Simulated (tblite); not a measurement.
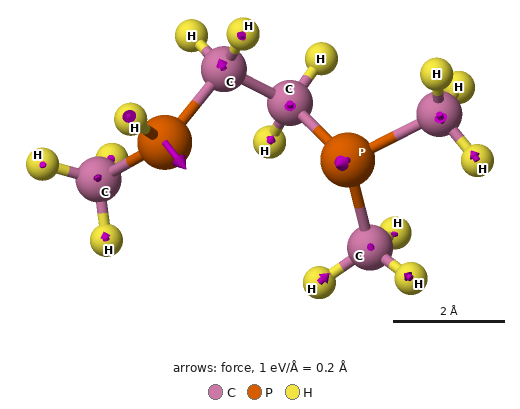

Starting geometry of C5H14P2 with the computed forces as purple arrows. A ball-and-stick model, seen at a tilt.

Level of theory: GFN2-xTB geometry optimisation, gas phase in tblite. 

Is this structure relaxed? If not, where do the atoms go?

It isn't relaxed: the largest force vector, on a P atom, is 3.58 eV/Å. The final displacements have little in common with the starting forces (cosine between the two patterns 0.14). The atom that moves furthest after the best rigid fit is an H atom (1.66 Å). By element the largest moves are H 1.66 Å, C 1.20 Å, P 0.85 Å. Some distances before and after: P–P 3.344 → 2.737 Å, C–P 1.881 → 1.840 Å, C–H 1.127 → 1.089 Å, H–P 1.445 → 1.411 Å. Among the angles between lasting bonds that change: C–P–H 113.6° → 95.0°, C–P–H 111.1° → 94.8°, C–P–C 112.9° → 100.0°. Groups turn about C–P by about 45°, C–C by about 35°. Over 211 geometry steps the energy falls by 41.0 kcal/mol. Cost: 1.3 s on 1 thread of Arm Neoverse V2 (shared host).
